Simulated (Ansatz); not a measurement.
# BiB3: relaxing a made-up structure

Starting from a made-up structure for BiB3, the aim is the relaxed cell, its shortest contacts and, where a second run follows, its electronic structure.

Program: Ansatz 0.2.0. Level of theory: DFT, PBE, plane-wave PAW, files of the set soft_1, scalar-relativistic, no spin, cell and ions relaxed at zero pressure; PAW set soft_1, in the first sound run; inputs show where later runs differ. Results are calculated unless marked as measured.

**1. The structure**

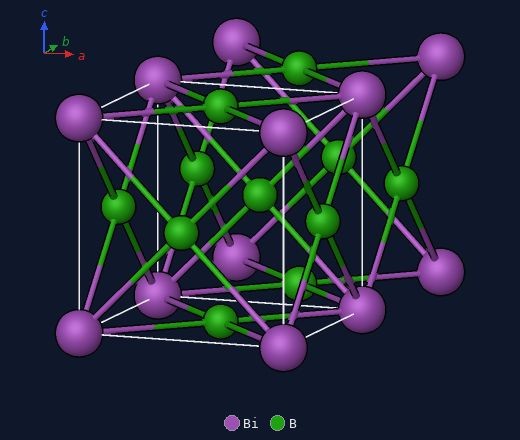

Start, viewed slightly off an axis; bismuth purple, boron green. 1×2×1 cells are drawn. Some periodic images of atoms are drawn too.

**2. Relaxation of the guess**

The guess takes its coordinates from another compound and its volume from a rule, so the cell and any free coordinates are relaxed together.

The input, input.yaml:

```yaml
crystal:
  lattice:
    - [3.547, 0.0, 0.0]
    - [0.0, 3.547, 0.0]
    - [0.0, 0.0, 3.547]
  atoms:
    - { symbol: Bi, position: [0.0, 0.0, 0.0] }
    - { symbol: B, position: [0.5, 0.5, 0.0] }
    - { symbol: B, position: [0.5, 0.0, 0.5] }
    - { symbol: B, position: [0.0, 0.5, 0.5] }
kpoints:
  mp_grid: { grid: [8, 8, 8] }
scf:
  occupations: { method: fermi_dirac, width: 0.05 }
hamiltonian:
  xc: pbe
  pseudopotentials: { kind: paw, azcp: { folder: soft_1 } }
relax:
  f_tol: 0.015
  max_steps: 70
  cell: {}
output:
  forces: true
  stress: true
```

The run is started by

```console
$ ansatz run input.yaml --threads 4 --pin off --max-ram 8192MiB --backend cpu --events-out ev --progress --plain --runs-dir out
```

Numbers of over 12 decimals in the logs are rounded to 6 here.

The program printed:

```text
Engine: ansatz 0.2.0, aarch64-unknown-linux-gnu
Pseudopotentials: kind: paw
Pseudopotential: Bi, paw, valence charge 15, recommended cutoff 420 eV (normal), soft_1/Bi.paw.azcp
Pseudopotential: B, paw, valence charge 3, recommended cutoff 420 eV (normal), soft_1/B.paw.azcp
Functional definition: PBE
  parameter kappa = 0.804
  parameter beta = 0.066725
  exchange = pbe_x(kappa = kappa, mu = beta*pi^2/3)
  correlation = pbe_c(beta = beta)
Crystal: 4 atoms, lattice volume = 44.626 Å³
Basis set: ecut = 420 eV, 895 PW (Γ), exchange–correlation on 48×48×48 points (8 copies of the dense FFT grid, shifted against one another)
Bands: 16, of which v1, the nominal top of the filled ones, is band 12 counted from 1 (11 counted from 0)
Symmetry: 48 space group operations
Space group: Pm-3m (ITA 221), of the structure as read, at distance tolerance 3.5e-5 Å
k-points: 35 of 512
Non-local potential: Bi, projectors of the file, l = 0: 2, l = 1: 2, l = 2: 2, l = 3: 1
Non-local potential: B, projectors of the file, l = 0: 2, l = 1: 2, l = 2: 1
PAW form: soft (Blöchl's): semilocal exchange-correlation on the pseudo side does not see the compensation charge
PAW one-centre angular grid: Bi, 590 points (default); XC on 64 Gauss nodes
PAW one-centre angular grid: B, 110 points (default); XC on 64 Gauss nodes
Initial density: superposition of atomic densities (chi_scale 0.1, normalization cell, long waves kept (reshape's long-wave potential 0.00 eV rms))
Initial wavefunctions: pseudopotential atomic-orbital guess
Functional: x = pbe(κ = 0.804, μ = 0.219515), c = pbe(β = 0.066725)
SCF iter   1: F=—  HF=-12857.100619 eV  |F-HF|=—  |Δ(HF+E_count)|=         —  Δρ=3.19e-2  dr2=8.99e-1  ethr=3.10e-3  ⟨swp⟩=5.7  Hψ=2996  notcnv=0
preconditioner: auto → none  [metal: Δε(μ)=0.046 eV  Ē_g=14.905 eV  σ=0.050 eV  W_gap=0.22  n_scr=6 (ndim 8)  ℏωp=27.2 eV  f_vac=0.000  D(μ)=2.08/eV (n_scr^D=18)  sad-step TF]
SCF iter   2: F=—  HF=-12856.913814 eV  |F-HF|=—  |Δ(HF+E_count)|=   1.87e-1  Δρ=2.15e-2  dr2=4.04e-1  ethr=3.10e-3  ⟨swp⟩=1.2  Hψ=851  notcnv=0
SCF iter   3: F=—  HF=-12856.770395 eV  |F-HF|=—  |Δ(HF+E_count)|=   1.43e-1  Δρ=1.13e-3  dr2=3.16e-4  ethr=1.68e-3  ⟨swp⟩=2.1  Hψ=931  notcnv=0
SCF iter   4: F=—  HF=-12856.770708 eV  |F-HF|=—  |Δ(HF+E_count)|=   3.12e-4  Δρ=1.66e-4  dr2=1.59e-5  ethr=1.32e-6  ⟨swp⟩=2.0  Hψ=1087  notcnv=0
SCF iter   5: F=—  HF=-12856.770727 eV  |F-HF|=—  |Δ(HF+E_count)|=   1.92e-5  Δρ=1.87e-5  dr2=1.85e-7  ethr=6.62e-8  ⟨swp⟩=2.0  Hψ=783  notcnv=0
SCF iter   6: F=-12856.770727 eV  HF=-12856.770727 eV  |F-HF|=3.18e-10  |Δ(HF+E_count)|=   6.95e-8  Δρ=1.66e-6  dr2=6.32e-10  ethr=4.17e-10  ⟨swp⟩=4.0  Hψ=1813  notcnv=0
SCF 1 converged in 6 iterations: F = -12856.770727 eV  dr2 = 6.32e-10
  greatest PAW one-centre occupation: 0.989 electrons in one spin orbital (limit 2), on the Bi atom at site 0 (counted from 0), in its partial waves of l = 2
relax step   1: F+E_penalty+E_count = -12856.77072690 eV  Δ(F+E_penalty+E_count) = +0.000e0 eV  max|allowed force component| = 8.842e-30 eV/Å  Δτ_max = 0.0000 Å  P = +30.175 GPa  Ω = 44.626 Å³  (6 SCF iters, dr2 threshold 1.00e-7 eV, accepted)
Crystal: 4 atoms, lattice volume = 51.475 Å³
Basis set: ecut = 420 eV, 1021 PW (Γ), exchange–correlation on 48×48×48 points (8 copies of the dense FFT grid, shifted against one another)
Initial density: handed on by an earlier stage of this run
Initial wavefunctions: those handed on with the density
iter 1 solved again at ethr=2.98e-4 eV; its pass at ethr=3.10e-3 eV (dr2=7.16e-2 eV) is discarded
SCF iter   1: F=—  HF=-12857.546320 eV  |F-HF|=—  |Δ(HF+E_count)|=         —  Δρ=8.57e-3  dr2=7.20e-2  ethr=2.98e-4  ⟨swp⟩=1.0  Hψ=3977  notcnv=0
preconditioner: auto → Kerker (q_TF=auto, 2.402 Å⁻¹)  [metal: Δε(μ)=0.025 eV  Ē_g=15.263 eV  σ=0.050 eV  W_gap=0.12  n_scr=18 (ndim 8)  ℏωp=25.4 eV  f_vac=0.000  D(μ)=2.40/eV (n_scr^D=18)]
SCF iter   2: F=—  HF=-12857.529376 eV  |F-HF|=—  |Δ(HF+E_count)|=   1.69e-2  Δρ=4.89e-3  dr2=2.34e-2  ethr=2.98e-4  ⟨swp⟩=2.3  Hψ=754  notcnv=0
SCF iter   3: F=—  HF=-12857.521679 eV  |F-HF|=—  |Δ(HF+E_count)|=   7.70e-3  Δρ=4.96e-4  dr2=1.32e-4  ethr=9.75e-5  ⟨swp⟩=2.0  Hψ=920  notcnv=0
SCF iter   4: F=—  HF=-12857.521786 eV  |F-HF|=—  |Δ(HF+E_count)|=   1.06e-4  Δρ=1.30e-4  dr2=6.97e-6  ethr=5.51e-7  ⟨swp⟩=2.2  Hψ=858  notcnv=0
SCF iter   5: F=-12857.521786 eV  HF=-12857.521786 eV  |F-HF|=4.77e-9  |Δ(HF+E_count)|=   2.92e-7  Δρ=1.72e-5  dr2=1.41e-7  ethr=1.67e-9  ⟨swp⟩=4.3  Hψ=1999  notcnv=0
SCF 2 converged in 5 iterations: F = -12857.521786 eV  dr2 = 1.41e-7
relax step   2: F+E_penalty+E_count = -12857.52178604 eV  Δ(F+E_penalty+E_count) = -7.511e-1 eV  max|allowed force component| = 2.630e-30 eV/Å  Δτ_max = 0.0000 Å  P = +7.630 GPa  Ω = 51.475 Å³  energy of the carried Pulay correction = -3.017e-3 eV  (5 SCF iters, dr2 threshold 4.00e-7 eV, accepted)
Crystal: 4 atoms, lattice volume = 54.290 Å³
Basis set: ecut = 420 eV, 1045 PW (Γ), exchange–correlation on 48×48×48 points (8 copies of the dense FFT grid, shifted against one another)
iter 1 solved again at ethr=2.73e-5 eV; its pass at ethr=3.10e-3 eV (dr2=6.56e-3 eV) is discarded
SCF iter   1: F=—  HF=-12857.604626 eV  |F-HF|=—  |Δ(HF+E_count)|=         —  Δρ=2.50e-3  dr2=6.59e-3  ethr=2.73e-5  ⟨swp⟩=1.0  Hψ=3572  notcnv=0
preconditioner: auto → Kerker (q_TF=auto, 2.381 Å⁻¹)  [metal: Δε(μ)=0.062 eV  Ē_g=14.913 eV  σ=0.050 eV  W_gap=0.29  n_scr=18 (ndim 8)  ℏωp=24.7 eV  f_vac=0.000  D(μ)=2.13/eV (n_scr^D=18)]
SCF iter   2: F=—  HF=-12857.603086 eV  |F-HF|=—  |Δ(HF+E_count)|=   1.54e-3  Δρ=1.42e-3  dr2=2.15e-3  ethr=2.73e-5  ⟨swp⟩=1.3  Hψ=616  notcnv=0
SCF iter   3: F=—  HF=-12857.602405 eV  |F-HF|=—  |Δ(HF+E_count)|=   6.81e-4  Δρ=1.56e-4  dr2=1.09e-5  ethr=8.96e-6  ⟨swp⟩=2.0  Hψ=780  notcnv=0
SCF iter   4: F=—  HF=-12857.602519 eV  |F-HF|=—  |Δ(HF+E_count)|=   1.14e-4  Δρ=3.50e-5  dr2=5.82e-7  ethr=4.54e-8  ⟨swp⟩=2.4  Hψ=847  notcnv=0
SCF iter   5: F=-12857.602519 eV  HF=-12857.602519 eV  |F-HF|=2.91e-9  |Δ(HF+E_count)|=   8.52e-8  Δρ=5.04e-6  dr2=1.18e-8  ethr=1.67e-9  ⟨swp⟩=4.0  Hψ=1780  notcnv=0
SCF 3 converged in 5 iterations: F = -12857.602519 eV  dr2 = 1.18e-8
relax step   3: F+E_penalty+E_count = -12857.60251863 eV  Δ(F+E_penalty+E_count) = -8.073e-2 eV  max|allowed force component| = 3.349e-31 eV/Å  Δτ_max = 0.0000 Å  P = +1.929 GPa  Ω = 54.290 Å³  energy of the carried Pulay correction = -4.137e-3 eV  (5 SCF iters, dr2 threshold 4.00e-7 eV, accepted)
Crystal: 4 atoms, lattice volume = 55.314 Å³
iter 1 solved again at ethr=2.32e-6 eV; its pass at ethr=3.10e-3 eV (dr2=5.57e-4 eV) is discarded
SCF iter   1: F=—  HF=-12857.608911 eV  |F-HF|=—  |Δ(HF+E_count)|=         —  Δρ=8.12e-4  dr2=7.22e-4  ethr=2.32e-6  ⟨swp⟩=2.0  Hψ=3486  notcnv=0
preconditioner: auto → Kerker (q_TF=auto, 2.374 Å⁻¹)  [metal: Δε(μ)=0.101 eV  Ē_g=14.812 eV  σ=0.050 eV  W_gap=0.46  n_scr=18 (ndim 8)  ℏωp=24.5 eV  f_vac=0.000  D(μ)=1.99/eV (n_scr^D=18)]
SCF iter   2: F=—  HF=-12857.608744 eV  |F-HF|=—  |Δ(HF+E_count)|=   1.67e-4  Δρ=4.59e-4  dr2=2.33e-4  ethr=2.32e-6  ⟨swp⟩=2.0  Hψ=713  notcnv=0
SCF iter   3: F=—  HF=-12857.608782 eV  |F-HF|=—  |Δ(HF+E_count)|=   3.81e-5  Δρ=5.24e-5  dr2=1.42e-6  ethr=9.70e-7  ⟨swp⟩=2.0  Hψ=778  notcnv=0
SCF iter   4: F=-12857.608782 eV  HF=-12857.608782 eV  |F-HF|=1.63e-9  |Δ(HF+E_count)|=   1.14e-7  Δρ=1.19e-5  dr2=6.78e-8  ethr=1.67e-9  ⟨swp⟩=4.0  Hψ=1813  notcnv=0
SCF 4 converged in 4 iterations: F = -12857.608782 eV  dr2 = 6.78e-8
relax step   4: F+E_penalty+E_count = -12857.60878239 eV  Δ(F+E_penalty+E_count) = -6.264e-3 eV  max|allowed force component| = 1.003e-30 eV/Å  Δτ_max = 0.0000 Å  P = +0.182 GPa  Ω = 55.314 Å³  energy of the carried Pulay correction = -4.529e-3 eV  (4 SCF iters, dr2 threshold 4.00e-7 eV, accepted)
Crystal: 4 atoms, lattice volume = 55.422 Å³
iter 1 solved again at ethr=2.49e-8 eV; its pass at ethr=3.10e-3 eV (dr2=5.98e-6 eV) is discarded
SCF iter   1: F=—  HF=-12857.608708 eV  |F-HF|=—  |Δ(HF+E_count)|=         —  Δρ=8.44e-5  dr2=7.83e-6  ethr=2.49e-8  ⟨swp⟩=2.0  Hψ=3435  notcnv=0
preconditioner: auto → Kerker (q_TF=auto, 2.373 Å⁻¹)  [metal: Δε(μ)=0.106 eV  Ē_g=14.789 eV  σ=0.050 eV  W_gap=0.48  n_scr=18 (ndim 8)  ℏωp=24.4 eV  f_vac=0.000  D(μ)=1.97/eV (n_scr^D=18)]
SCF iter   2: F=—  HF=-12857.608806 eV  |F-HF|=—  |Δ(HF+E_count)|=   9.71e-5  Δρ=4.89e-5  dr2=2.61e-6  ethr=2.49e-8  ⟨swp⟩=2.0  Hψ=712  notcnv=0
SCF iter   3: F=-12857.608805 eV  HF=-12857.608805 eV  |F-HF|=2.03e-9  |Δ(HF+E_count)|=   7.46e-7  Δρ=6.72e-6  dr2=2.42e-8  ethr=3.45e-10  ⟨swp⟩=3.2  Hψ=2158  notcnv=0
SCF 5 converged in 3 iterations: F = -12857.608805 eV  dr2 = 2.42e-8
relax step   5: F+E_penalty+E_count = -12857.60880480 eV  Δ(F+E_penalty+E_count) = -2.241e-5 eV  max|allowed force component| = 1.118e-30 eV/Å  Δτ_max = 0.0000 Å  P = +0.005 GPa  Ω = 55.422 Å³  energy of the carried Pulay correction = -4.570e-3 eV  (3 SCF iters, dr2 threshold 8.27e-8 eV, accepted)
Basis set: ecut = 420 eV, 1045 PW (Γ), exchange–correlation on 54×54×54 points (8 copies of the dense FFT grid, shifted against one another)
Initial wavefunctions: pseudopotential atomic-orbital guess (no wavefunctions were taken with the density)
iter 1 solved again at ethr=5.88e-8 eV; its pass at ethr=3.10e-3 eV (dr2=1.41e-5 eV) is discarded
SCF iter   1: F=—  HF=-12857.619763 eV  |F-HF|=—  |Δ(HF+E_count)|=         —  Δρ=4.77e-4  dr2=9.53e-6  ethr=5.88e-8  ⟨swp⟩=3.2  Hψ=4680  notcnv=0
preconditioner: auto → Kerker (q_TF=auto, 2.373 Å⁻¹)  [metal: Δε(μ)=0.106 eV  Ē_g=14.786 eV  σ=0.050 eV  W_gap=0.48  n_scr=18 (ndim 8)  ℏωp=24.4 eV  f_vac=0.000  D(μ)=1.97/eV (n_scr^D=18)]
SCF iter   2: F=—  HF=-12857.619931 eV  |F-HF|=—  |Δ(HF+E_count)|=   1.68e-4  Δρ=2.50e-4  dr2=2.58e-6  ethr=3.97e-8  ⟨swp⟩=2.9  Hψ=978  notcnv=0
SCF iter   3: F=—  HF=-12857.619995 eV  |F-HF|=—  |Δ(HF+E_count)|=   6.44e-5  Δρ=1.56e-5  dr2=2.96e-8  ethr=1.08e-8  ⟨swp⟩=2.0  Hψ=811  notcnv=0
SCF iter   4: F=—  HF=-12857.619995 eV  |F-HF|=—  |Δ(HF+E_count)|=   1.14e-7  Δρ=2.01e-6  dr2=1.43e-9  ethr=1.23e-10  ⟨swp⟩=2.0  Hψ=810  notcnv=0
SCF iter   5: F=-12857.619995 eV  HF=-12857.619995 eV  |F-HF|=1.82e-11  |Δ(HF+E_count)|=   1.92e-9  Δρ=2.09e-7  dr2=1.55e-11  ethr=1.00e-12  ⟨swp⟩=3.7  Hψ=2252  notcnv=0
SCF 6 converged in 5 iterations: F = -12857.619995 eV  dr2 = 1.55e-11
relax step   6: F+E_penalty+E_count = -12857.61999525 eV  Δ(F+E_penalty+E_count) = -1.119e-2 eV  max|allowed force component| = 1.335e-31 eV/Å  Δτ_max = 0.0000 Å  P = +0.230 GPa  Ω = 55.422 Å³  stress off target by 2.30e-1 GPa  SCF on the basis re-selected at this cell (its energy is not comparable with the rows above)  (5 SCF iters)
basis re-selected at this cell: Δ(F+E_penalty+E_count) = -1.119e-2 eV, ΔP = +0.224 GPa vs the last step (what re-selecting the basis moved, of the pressure what is left beyond the Pulay correction that the steps carried, after the strain that the cell walked since its last selection, with what the two solves' SCF thresholds leave and, on support functions, any second-order correction that the steps lacked; it is no measure of the basis error at this ecutwfc). The dense FFT grid was sized anew with the basis: this SCF ran on 27×27×27 points, the steps before it on 24×24×24, so part of this shift can come from that change (see relax.cell in the input reference). [rest of the remark cut]
Crystal: 4 atoms, lattice volume = 55.564 Å³
iter 1 solved again at ethr=4.17e-8 eV; its pass at ethr=3.10e-3 eV (dr2=1.00e-5 eV) is discarded
SCF iter   1: F=—  HF=-12857.620040 eV  |F-HF|=—  |Δ(HF+E_count)|=         —  Δρ=1.08e-4  dr2=1.30e-5  ethr=4.17e-8  ⟨swp⟩=2.1  Hψ=3482  notcnv=0
preconditioner: auto → Kerker (q_TF=auto, 2.372 Å⁻¹)  [metal: Δε(μ)=0.110 eV  Ē_g=14.780 eV  σ=0.050 eV  W_gap=0.50  n_scr=18 (ndim 8)  ℏωp=24.4 eV  f_vac=0.000  D(μ)=1.96/eV (n_scr^D=18)]
SCF iter   2: F=—  HF=-12857.620044 eV  |F-HF|=—  |Δ(HF+E_count)|=   4.41e-6  Δρ=6.08e-5  dr2=4.11e-6  ethr=4.17e-8  ⟨swp⟩=2.1  Hψ=725  notcnv=0
SCF iter   3: F=-12857.620043 eV  HF=-12857.620043 eV  |F-HF|=9.83e-9  |Δ(HF+E_count)|=   1.30e-6  Δρ=7.25e-6  dr2=3.49e-8  ethr=5.50e-10  ⟨swp⟩=3.2  Hψ=2206  notcnv=0
SCF 7 converged in 3 iterations: F = -12857.620043 eV  dr2 = 3.49e-8
relax step   7: F+E_penalty+E_count = -12857.62004305 eV  Δ(F+E_penalty+E_count) = -4.780e-5 eV  max|allowed force component| = 5.259e-31 eV/Å  Δτ_max = 0.0000 Å  P = +0.006 GPa  Ω = 55.564 Å³  energy of the carried Pulay correction = -5.640e-5 eV  (3 SCF iters, dr2 threshold 1.32e-7 eV, accepted)
iter 1 solved again at ethr=4.29e-8 eV; its pass at ethr=3.10e-3 eV (dr2=1.03e-5 eV) is discarded
SCF iter   1: F=—  HF=-12857.620072 eV  |F-HF|=—  |Δ(HF+E_count)|=         —  Δρ=7.91e-6  dr2=3.65e-8  ethr=4.29e-8  ⟨swp⟩=3.1  Hψ=4683  notcnv=0
preconditioner: auto → Resta (q_TF=auto, 2.372 Å⁻¹)  ε∞=3.7  [insulator: Δε(μ)=0.110 eV  Ē_g=14.778 eV  σ=0.050 eV  W_gap=0.50  n_scr=18 (ndim 8)  ℏωp=24.4 eV  f_vac=0.000  D(μ)=1.96/eV (n_scr^D=18)  ε∞_Penn≈3.7]
SCF iter   2: F=—  HF=-12857.620092 eV  |F-HF|=—  |Δ(HF+E_count)|=   1.99e-5  Δρ=4.71e-6  dr2=1.02e-8  ethr=1.52e-10  ⟨swp⟩=2.0  Hψ=853  notcnv=0
SCF iter   3: F=—  HF=-12857.620092 eV  |F-HF|=—  |Δ(HF+E_count)|=   2.09e-9  Δρ=7.68e-7  dr2=3.17e-10  ethr=4.24e-11  ⟨swp⟩=2.5  Hψ=811  notcnv=0
SCF iter   4: F=-12857.620092 eV  HF=-12857.620092 eV  |F-HF|=5.46e-12  |Δ(HF+E_count)|=  4.37e-11  Δρ=1.66e-7  dr2=1.25e-11  ethr=1.00e-12  ⟨swp⟩=4.3  Hψ=2001  notcnv=0
SCF 8 converged in 4 iterations: F = -12857.620092 eV  dr2 = 1.25e-11
relax step   8: F+E_penalty+E_count = -12857.62009221 eV  Δ(F+E_penalty+E_count) = -4.916e-5 eV  max|allowed force component| = 3.010e-31 eV/Å  Δτ_max = 0.0000 Å  P = +0.006 GPa  Ω = 55.564 Å³  stress off target by 6.00e-3 GPa  SCF on the basis re-selected at this cell (its energy is not comparable with the rows above)  (4 SCF iters)
basis re-selected at this cell: Δ(F+E_penalty+E_count) = -4.916e-5 eV, ΔP = +0.000 GPa vs the last step (what re-selecting the basis moved, of the pressure what is left beyond the Pulay correction that the steps carried, after the strain that the cell walked since its last selection, with what the two solves' SCF thresholds leave and, on support functions, any second-order correction that the steps lacked; it is no m [...]
SCF converged after 4 iterations
Free energy (F): -12857.620092 eV
Harris-Foulkes:  -12857.620092 eV  (|F-HF|=5.46e-12)
Internal energy: -12857.603341 eV  (E = F + TS)
E sigma→0 (E₀):  -12857.611716 eV
Entropy (-TS):   -0.016752 eV (-4.188 meV/atom)
Fermi energy:    10.595632 eV
--- Per-component energies (eV) ---
  E_band       = -51.764675
  E_kinetic    = 367.706316
  E_local      = -1325.662816  (includes V_loc(G=0)·N_el)
  E_nonlocal   = 444.629453
  E_hartree    = 498.742551
  E_xc         = -241.493594
  E_vxc        = -235.761943  (∫ρ·V_xc dr)
  E_paw        = -10896.367269  (= ΣΔE_a)
  E_vpaw       = -300.161102  (= ΣTr[D̂ρ^β])
  E_aug_tail   = 0.000232  (compensation charges beyond the density's cutoff)
  E_ewald      = -1705.158214
  E_smearing   = -0.016752  (= −TS)
  E_closure    = -0.000000  (closes the sum)
  Σ components = -12857.620092   (vs F -12857.620092, Δ=0.00e0)
--- Forces (eV/Å), atoms counted from 1 ---
  atom   1  Bi     0.00000000    -0.00000000     0.00000000
  atom   2  B     -0.00000000     0.00000000     0.00000000
  atom   3  B     -0.00000000    -0.00000000    -0.00000000
  atom   4  B      0.00000000    -0.00000000    -0.00000000
  max |Σ_I F_I| component: 3.74e-31 eV/Å
--- Stress (GPa, compression-positive) ---
        0.005997      -0.000000       0.000000
        0.000000       0.005997      -0.000000
        0.000000      -0.000000       0.005997
  P = ⅓ Tr σ = 0.0060 GPa (0.060 kbar)
--- Relaxed structure (6 steps of the walk, 6 accepted, 2 SCFs on fresh bases) ---
  F+E_penalty+E_count = -12857.62009221 eV   max|allowed force component| = 3.010e-31 eV/Å   (the final SCF, on the basis selected at the relaxed cell)
  cell:  # Å, volume = 55.5643 Å³
    - [3.815915, 0, 0]
    - [0, 3.815915, 0.0]
    - [0, 0.0, 3.815915]
  atoms:
    - { symbol: Bi, position: [0, 0, 0] }
    - { symbol: B, position: [0.5, 0.5, 0] }
    - { symbol: B, position: [0.5, 0, 0.5] }
    - { symbol: B, position: [0, 0.5, 0.5] }
```

It took 2.6 s on 4 threads of Arm Neoverse V2, shared host; peak memory 0.34 GiB; 8.6 s of CPU time.

The steps of the relaxation:

```csv
step,energy less that of the first step (eV),largest force component (eV/Å),pressure (GPa),volume (Å³)
1,0.0000,0.0000,30.18,44.63
2,-0.7511,0.0000,7.63,51.48
3,-0.8318,0.0000,1.93,54.29
4,-0.8381,0.0000,0.18,55.31
5,-0.8381,0.0000,0.01,55.42
6*,-0.8493,0.0000,0.23,55.42
7,-0.8493,0.0000,0.01,55.56
8*,-0.8494,0.0000,0.01,55.56
```

Relaxation steps marked * repeat the geometry before them on a plane-wave basis chosen anew for their cell, so energy and pressure can jump there.

Forces are held to the 48 operations that the run works with; a distortion that breaks them can't arise in this run.

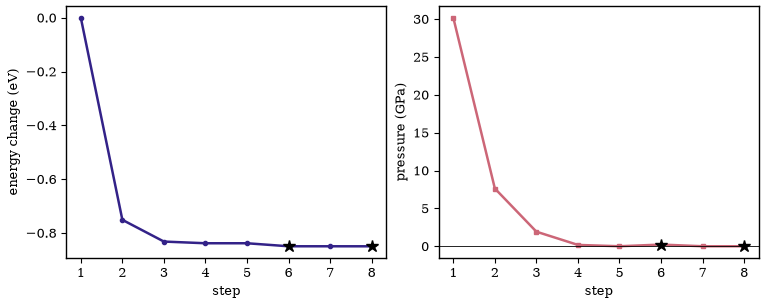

Energy and pressure along the relaxation. Stars mark steps on a basis chosen anew.

| conventional cell, symmetrised | before | after | change |
| --- | --- | --- | --- |
| a (Å) | 3.547 | 3.816 | +7.6 % |
| b (Å) | 3.547 | 3.816 | +7.6 % |
| c (Å) | 3.547 | 3.816 | +7.6 % |
| volume (Å³/atom) | 11.16 | 13.89 | +24.5 % |

The relaxed structure:

```xyz
4
Lattice="3.8159 0.0000 0.0000 0.0000 3.8159 0.0000 0.0000 0.0000 3.8159" Properties=species:S:1:pos:R:3 pbc="T T T"
Bi    0.0000    0.0000    0.0000
B     1.9080    1.9080    0.0000
B     1.9080    0.0000    1.9080
B     0.0000    1.9080    1.9080
```

This step gave:

```
free energy             : -12857.6201 eV
energy at zero smearing : -12857.6117 eV
smearing term TS        : 0.01675 eV
Fermi energy            : 10.60 eV
electrons               : 24
symmetry operations     : 48
pressure                : 0.005997 GPa
```

Shortest distances by pair of elements, guess and relaxed (not always the same contact):

```csv
pair,guess (Å),relaxed (Å)
B–Bi,2.508,2.698
B–B,2.508,2.698
Bi–Bi,3.547,3.816
```

The relaxation ends with a pressure of 0.01 GPa.

(Part 1 of 2 ends here.)

[Logs are printed without paths, hosts, clocks, repeated set-up lines and the standing remarks that a program may print on its own settings, such as how far it seeks lower states.]

[Hosts, paths, dates, database ids (printed as entryN), source tags and the programs' standing remarks are cut or masked in the printed files.]
